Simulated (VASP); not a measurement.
Band structure of HCl (space group Fm-3m). Method: r2SCAN meta-GGA, VASP's PBE PAW potentials (set 64) (plane waves; VASP 6.6.1).

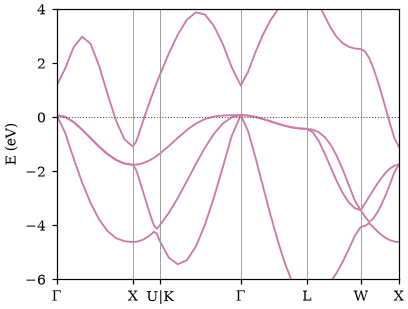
Bands along high-symmetry lines, zero at the valence-band maximum or, without a gap, the Fermi level

Q: Read the plot: is there a gap, and where are the band edges?

A: It has no gap at this level: it comes out as a metal or semimetal.

The structure comes from a measured HCl entry (Fm-3m) of the Crystallography Open Database, whose conditions weren't checked. It was relaxed first, which changed the volume by -44 %.
